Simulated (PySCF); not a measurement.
**SiN (doublet): density, localisation and related maps**

```csv
atom,x (Å),y (Å),z (Å)
Si,0.0000,0.0000,-0.5264
N,0.0000,0.0000,1.0516
```

Level of theory: PBE0/def2-SVPD, non-relativistic Hamiltonian with scalar-relativistic core potentials where named, at a bond length of 1.578 Å in PySCF 2.14.0.

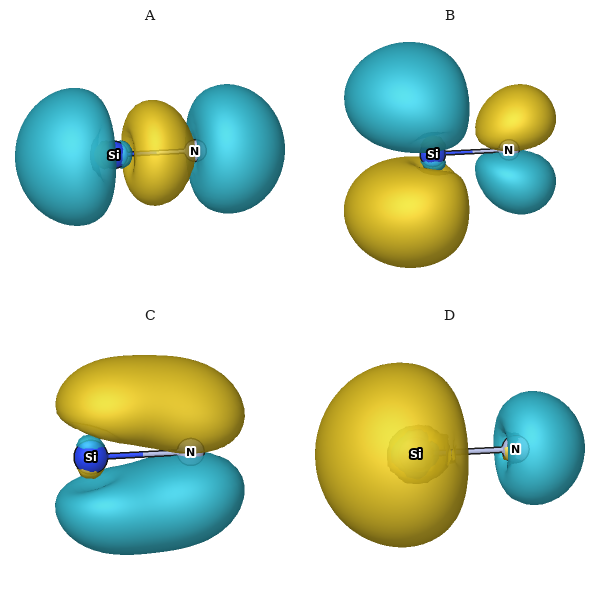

Figure 1. Four frontier β-spin orbitals, each drawn at the value that holds 80 % of its norm (yellow and cyan are the two phases), in no order; of a degenerate pair one member is drawn.

### Label each orbital by symmetry, say whether it is occupied, and order them by energy.

Orbital D: σ, occupied in this spin, −10.55 eV; mainly on Si (75 %).
Orbital C: π, occupied in this spin, −7.90 eV; bonding, with no node between the atoms.
Orbital A: σ, empty in this spin, −4.67 eV; shared between the atoms (Si 35 %, N 65 %).
Orbital B: π, empty in this spin, −1.46 eV; mainly on Si (75 %).

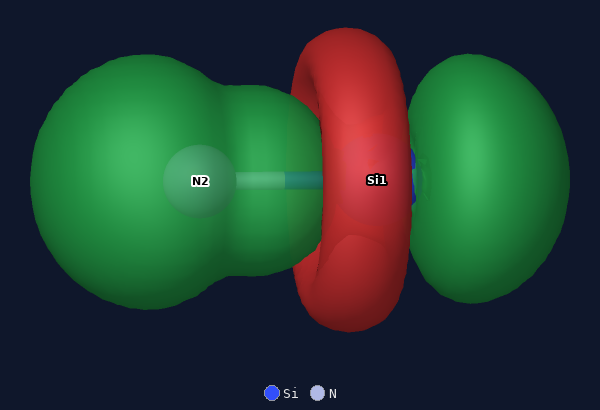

Figure 2. Isosurfaces of the spin density (α minus β) at +0.015 (green) and −0.015 e/Å³ (red), seen from one side.

### Where is the unpaired spin?

The unpaired spin (1 electron) lies mostly on N2 (about 0.9) and Si1 (about 0.1), in electrons by Hirshfeld's partition.

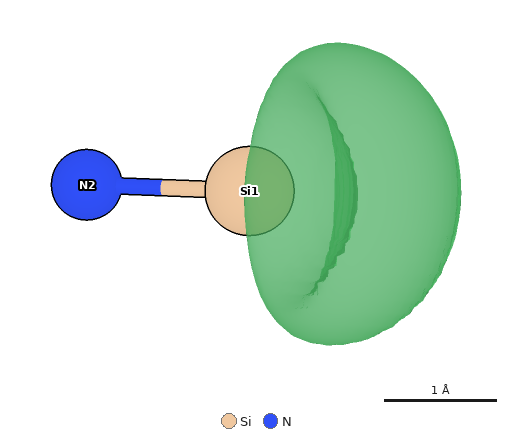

Figure 3. Isosurface of the ELF at 0.9 (green), seen from one side. Core shells and regions of very low density are left out.

### What do the ELF domains correspond to?

At this value the surface marks out one lobe on Si, pointing away from the bonds (non-bonding electrons).


Si–N (1.58 Å): the ELF peaks at about 0.80 in the valence shell of N, 0.6 Å from its nucleus, and is about 0.45 at the midpoint.

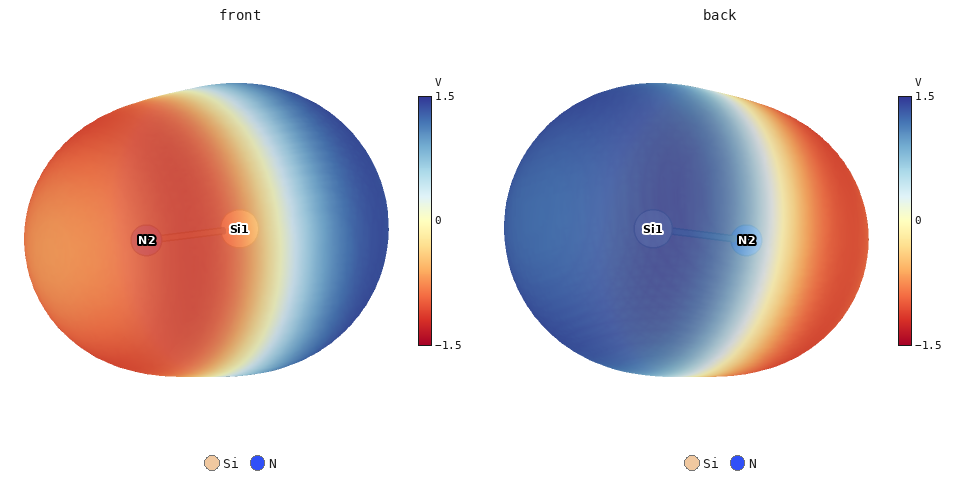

Figure 4. The electrostatic potential painted on the density surface at 0.002 e/bohr³, seen from the front and from behind; red is negative and blue positive.

### Describe the electrostatic potential map.

The most negative region (about −1.1 V) lies over N2, the most positive (about +1.4 V) over Si1. N2 is the likeliest acceptor of a hydrogen bond.
